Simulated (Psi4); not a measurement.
# Frequency calculation of BF (part 1 of 3)

The run: frequency calculation of BF (13768-60-0). Method and program: BLYP/6-31G, RKS, dispersion D4 (Psi4 1.11).

The geometry was optimised with BLYP/6-31G.

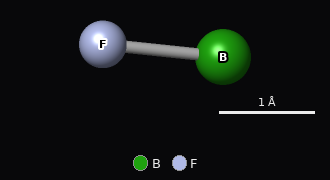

Figure 1. The structure as given in the input (ball-and-stick view, seen at a tilt).

## Input file (calc.dat)
```
memory 1.6 GB

molecule {
  0 1
  B
  F 1 r2

  r2 = 1.334791
  units angstrom
}

set globals {
  basis 6-31G
  t 600.0
  rotational_symmetry_number 1
}

result, w = frequencies('blyp-d4', return_wfn=True)
```

Hardware: 1 thread of AMD EPYC (Zen 2), 12 GiB of memory available, shared host.

Command:
```bash
psi4 -i calc.dat -o calc.out -n 1
```

## Output
```
Psi4 1.11 release

         ----------------------------------------------------------
                                   FINDIF
         ----------------------------------------------------------

  Using finite-differences of gradients to determine vibrational frequencies and
  normal modes. Resulting frequencies are only valid at stationary points.
    Generating geometries for use with 3-point formula.
    Displacement size will be 5.00e-03.
    Number of atoms is 2.
    Number of irreps is 4.
    Number of SALCs is 3.
    Translations projected? 1. Rotations projected? 0.
    Index of SALCs per irrep:
      1 :  0
      2 :
      3 :  1
      4 :  2
    Number of SALCs per irrep:
      Irrep 1: 1
      Irrep 2: 0
      Irrep 3: 1
      Irrep 4: 1
    Number of geometries (including reference) is 5.
    Number of displacements per irrep:
      Irrep 1: 2
      Irrep 2: 0
      Irrep 3: 1
      Irrep 4: 1
 5 displacements needed ...

  //>>>>>>>>>>>>>>>>>>>>>>>>>>>>>>>>>>>//
  //    FiniteDifference Computations  //
  //<<<<<<<<<<<<<<<<<<<<<<<<<<<<<<<<<<<//

    -----------------------------------------------------------------------
                               Psi4 1.11 release

    h
    h
    h

    -----------------------------------------------------------------------

    Memory:     1.5 GiB
    Threads:    1
                ecpint, einsums, f̶o̶r̶t̶e̶, gauxc, gcp, g̶d̶m̶a̶, geometric, g̶p̶u̶_̶d̶f̶c̶c̶,
                i̶n̶t̶e̶g̶r̶a̶t̶o̶r̶x̶x̶, i̶p̶i̶, libefp, m̶d̶i̶, m̶p̶2̶d̶, m̶r̶c̶c̶, ooo,
                o̶p̶e̶n̶f̶e̶r̶m̶i̶o̶n̶p̶s̶i̶4̶, pcmsolver, p̶s̶i̶4̶f̶o̶c̶k̶c̶i̶, p̶s̶i̶x̶a̶s̶,
                p̶y̶e̶i̶n̶s̶u̶m̶s̶, r̶e̶s̶p̶, s̶i̶m̶i̶n̶t̶, s̶n̶s̶m̶p̶2̶,
                v̶2̶r̶d̶m̶_̶c̶a̶s̶s̶c̶f̶

gradient() will perform analytic gradient computation.

   => Loading Basis Set <=

    Name: 6-31G
    Role: ORBITAL
    Keyword: BASIS

   => BLYP-D4(BJ,EEQ)ATM: Empirical Dispersion <=

        a1 =       0.444889
        a2 =       4.093301
       alp =      16.000000
        s6 =       1.000000
        s8 =       2.340767
        s9 =       1.000000
        ga =       3.000000
        gc =       2.000000
        wf =       6.000000

         ---------------------------------------------------------
                                   SCF
                              RKS Reference
                        1 Threads,   1525 MiB Core
         ---------------------------------------------------------

  ==> Geometry <==

    Molecular point group: c2v
    Full point group: C_inf_v

    Geometry (in Bohr), charge = 0, multiplicity = 1:

       Center              X                  Y                   Z               Mass
    ------------   -----------------  -----------------  -----------------  -----------------
         B            0.000000000000     0.000000000000    -1.596968698495    11.009305360000
         F            0.000000000000     0.000000000000     0.925420726231    18.998403162730

  Running in c2v symmetry.

  Rotational constants: A = ************  B =      1.35746  C =      1.35746 [cm^-1]
  Rotational constants: A = ************  B =  40695.50811  C =  40695.50811 [MHz]
  Nuclear repulsion =   17.840227031909862

  Charge       = 0
  Multiplicity = 1
  Electrons    = 14
  Nalpha       = 7
  Nbeta        = 7

  ==> Algorithm <==

  SCF Algorithm Type is DF.
  DIIS enabled.
  MOM disabled.
  Fractional occupation disabled.
  Guess Type is SAD.
  Energy threshold   = 1.00e-08
  Density threshold  = 1.00e-08
  Integral threshold = 1.00e-12

  ==> Primary Basis <==

  Basis Set: 6-31G
    Blend: 6-31G
    Number of shells: 10
    Number of basis functions: 18
    Number of Cartesian functions: 18
    Spherical Harmonics?: false
    Max angular momentum: 1

  ==> DFT Potential <==

   => LibXC <=

    Version 7.1.2

   => Composite Functional: BLYP-D4BJEEQATM <=

    BLYP GGA Exchange-Correlation Functional

    Deriv               =              1
    GGA                 =           TRUE
    Meta                =          FALSE

    Exchange Hybrid     =          FALSE
    MP2 Hybrid          =          FALSE

   => Exchange Functionals <=

    1.0000     XC_GGA_X_B88

   => Correlation Functionals <=

    1.0000     XC_GGA_C_LYP

   => LibXC Density Thresholds  <==

    XC_GGA_C_LYP:  1.00E-14
    XC_GGA_X_B88:  1.00E-15

   => Molecular Quadrature <=

    Radial Scheme          =       TREUTLER
    Pruning Scheme         =           NONE
    Nuclear Scheme         =       TREUTLER

    Blocking Scheme        =         OCTREE
    BS radius alpha        =              1
    Pruning alpha          =              1
    Radial Points          =             75
    Spherical Points       =            302
    Total Points           =          42974
    Total Blocks           =            381
    Max Points             =            256
    Max Functions          =             18
    Weights Tolerance      =       1.00E-15

   => Loading Basis Set <=

    Name: (6-31G AUX)
    Role: JKFIT
    Keyword: DF_BASIS_SCF

  ==> Integral Setup <==

  DFHelper Memory: AOs need 0.001 GiB; user supplied 1.096 GiB.
  SCF_SUBTYPE=INCORE selected. In-core MEM_DF algorithm will be used.
  Using in-core AOs.

  ==> MemDFJK: Density-Fitted J/K Matrices <==

    J tasked:                   Yes
    K tasked:                    No
    wK tasked:                   No
    Memory [MiB]:              1122
    Algorithm:                 Core
    Schwarz Cutoff:           1E-12
    Mask sparsity (%):       0.0000
    Fitting Condition:        1E-10

   => Auxiliary Basis Set <=

  Basis Set: (6-31G AUX)
    Blend: CC-PVDZ-JKFIT
    Number of shells: 48
    Number of basis functions: 162
    Number of Cartesian functions: 162
    Spherical Harmonics?: false
    Max angular momentum: 3

  Cached 100.0% of DFT collocation blocks in 0.021 [GiB].

  Minimum eigenvalue in the overlap matrix is 7.6102620938E-02.
  Reciprocal condition number of the overlap matrix is 2.5653487554E-02.
    Using symmetric orthogonalization.

  ==> Pre-Iterations <==

  SCF Guess: Superposition of Atomic Densities via on-the-fly atomic UHF (no occupation information).

   -------------------------
    Irrep   Nso     Nmo
   -------------------------
     A1        10      10
     A2         0       0
     B1         4       4
     B2         4       4
   -------------------------
    Total      18      18
   -------------------------

  ==> Iterations <==

                           Total Energy        Delta E     RMS |[F,P]|

   @DF-RKS iter SAD:  -124.25604714754915   -1.24256e+02   0.00000e+00
   @DF-RKS iter   1:  -124.58335609335938   -3.27309e-01   2.34240e-02 DIIS/ADIIS
   @DF-RKS iter   2:  -124.51201721023769    7.13389e-02   4.81538e-02 DIIS/ADIIS
   @DF-RKS iter   3:  -124.60739582211929   -9.53786e-02   4.09847e-03 DIIS/ADIIS
   @DF-RKS iter   4:  -124.60931059960684   -1.91478e-03   9.76467e-04 DIIS/ADIIS
   @DF-RKS iter   5:  -124.60936447239588   -5.38728e-05   5.92723e-05 DIIS
   @DF-RKS iter   6:  -124.60936468500181   -2.12606e-07   1.42097e-06 DIIS
   @DF-RKS iter   7:  -124.60936468525905   -2.57245e-10   3.04416e-07 DIIS
   @DF-RKS iter   8:  -124.60936468526414   -5.08749e-12   8.19856e-09 DIIS
  Energy and wave function converged.

  ==> Post-Iterations <==

   Electrons on quadrature grid:
      Ntotal   =   14.0000033490 ; deviation = 3.349e-06

    Orbital Energies [Eh]
    ---------------------

    Doubly Occupied:

       1A1   -24.369113     2A1    -6.645506     3A1    -1.158220
       4A1    -0.514119     1B2    -0.428805     1B1    -0.428805
       5A1    -0.235621

    Virtual:

       2B2    -0.071260     2B1    -0.071260     6A1     0.117820
       3B2     0.365874     3B1     0.365874     7A1     0.427088
       8A1     0.485337     4B1     1.119954     4B2     1.119954
       9A1     1.182286    10A1     1.814392

    Final Occupation by Irrep:
             A1    A2    B1    B2
    DOCC [     5,    0,    1,    1 ]
    NA   [     5,    0,    1,    1 ]
    NB   [     5,    0,    1,    1 ]

  @DF-RKS Final Energy:  -124.60936468526414

   => Energetics <=

    Nuclear Repulsion Energy =             17.8402270319098619
    One-Electron Energy =                -206.9671818042757536
    Two-Electron Energy =                  78.9314654891522878
    DFT Exchange-Correlation Energy =     -14.4129727954282227
    Empirical Dispersion Energy =          -0.0009026066223390
    VV10 Nonlocal Energy =                  0.0000000000000000
    Total Energy =                       -124.6093646852641399

Computation Completed

Properties will be evaluated at   0.000000,   0.000000,   0.000000 [a0]

Properties computed using the SCF density matrix

 Multipole Moments:

 ------------------------------------------------------------------------------------
     Multipole            Electronic (a.u.)      Nuclear  (a.u.)        Total (a.u.)
 ------------------------------------------------------------------------------------

 L = 1.  Multiply by 2.5417464519 to convert [e a0] to [Debye]
 Dipole X            :          0.0000000            0.0000000            0.0000000
 Dipole Y            :          0.0000000            0.0000000            0.0000000
 Dipole Z            :         -0.1108279            0.3439430            0.2331151
 Magnitude           :                                                    0.2331151

 ------------------------------------------------------------------------------------

	total time  =          1 seconds =       0.02 minutes

         ------------------------------------------------------------
                                   SCF GRAD
         ------------------------------------------------------------

  ==> Geometry <==

    Molecular point group: c2v
    Full point group: C_inf_v

    Geometry (in Bohr), charge = 0, multiplicity = 1:

       Center              X                  Y                   Z               Mass
    ------------   -----------------  -----------------  -----------------  -----------------
         B            0.000000000000     0.000000000000    -1.596968698495    11.009305360000
         F            0.000000000000     0.000000000000     0.925420726231    18.998403162730

  Nuclear repulsion =   17.840227031909862

  ==> Basis Set <==

  Basis Set: 6-31G
    Blend: 6-31G
    Number of shells: 10
    Number of basis functions: 18
    Number of Cartesian functions: 18
    Spherical Harmonics?: false
    Max angular momentum: 1

  ==> DFJKGrad: Density-Fitted SCF Gradients <==

    Gradient:                    1
    J tasked:                  Yes
    K tasked:                   No
    wK tasked:                  No
    Integrals threads:           1
    Memory [MiB]:             1144
    Schwarz Cutoff:          1E-12
    Fitting Condition:       1E-10

   => Auxiliary Basis Set <=

  Basis Set: (6-31G AUX)
    Blend: CC-PVDZ-JKFIT
    Number of shells: 48
    Number of basis functions: 162
    Number of Cartesian functions: 162
    Spherical Harmonics?: false
    Max angular momentum: 3

   => Molecular Quadrature <=

    Radial Scheme          =       TREUTLER
    Pruning Scheme         =           NONE
    Nuclear Scheme         =       TREUTLER

    Blocking Scheme        =         OCTREE
    BS radius alpha        =              1
    Pruning alpha          =              1
    Radial Points          =             75
    Spherical Points       =            302
    Total Points           =          42974
    Total Blocks           =            381
    Max Points             =            256
    Max Functions          =             18
    Weights Tolerance      =       1.00E-15

  -Total Gradient:
     Atom            X                  Y                   Z
    ------   -----------------  -----------------  -----------------
       1        0.000000000000     0.000000000000     0.000149436257
       2        0.000000000000     0.000000000000    -0.000191773894

	total time  =          0 seconds =       0.00 minutes

    Psi4 run time: 0:00:01.27

    -----------------------------------------------------------------------
                               Psi4 1.11 release

    h
    h
    h

    -----------------------------------------------------------------------

    Memory:     1.5 GiB
    Threads:    1
                ecpint, einsums, f̶o̶r̶t̶e̶, gauxc, gcp, g̶d̶m̶a̶, geometric, g̶p̶u̶_̶d̶f̶c̶c̶,
                i̶n̶t̶e̶g̶r̶a̶t̶o̶r̶x̶x̶, i̶p̶i̶, libefp, m̶d̶i̶, m̶p̶2̶d̶, m̶r̶c̶c̶, ooo,
                o̶p̶e̶n̶f̶e̶r̶m̶i̶o̶n̶p̶s̶i̶4̶, pcmsolver, p̶s̶i̶4̶f̶o̶c̶k̶c̶i̶, p̶s̶i̶x̶a̶s̶,
                p̶y̶e̶i̶n̶s̶u̶m̶s̶, r̶e̶s̶p̶, s̶i̶m̶i̶n̶t̶, s̶n̶s̶m̶p̶2̶,
                v̶2̶r̶d̶m̶_̶c̶a̶s̶s̶c̶f̶

gradient() will perform analytic gradient computation.

  ==> Geometry <==

    Molecular point group: c2v
    Full point group: C_inf_v

    Geometry (in Bohr), charge = 0, multiplicity = 1:

       Center              X                  Y                   Z               Mass
    ------------   -----------------  -----------------  -----------------  -----------------
         B            0.000000000000     0.000000000000    -1.598167734374    11.009305360000
         F            0.000000000000     0.000000000000     0.926115550529    18.998403162730

  Running in c2v symmetry.

  Rotational constants: A = ************  B =      1.35542  C =      1.35542 [cm^-1]
  Rotational constants: A = ************  B =  40634.46687  C =  40634.46687 [MHz]
  Nuclear repulsion =   17.826842283959316

  Charge       = 0
  Multiplicity = 1
  Electrons    = 14
  Nalpha       = 7
  Nbeta        = 7

   => Auxiliary Basis Set <=

  Basis Set: (6-31G AUX)
    Blend: CC-PVDZ-JKFIT
    Number of shells: 48
    Number of basis functions: 162
    Number of Cartesian functions: 162
    Spherical Harmonics?: false
    Max angular momentum: 3
```
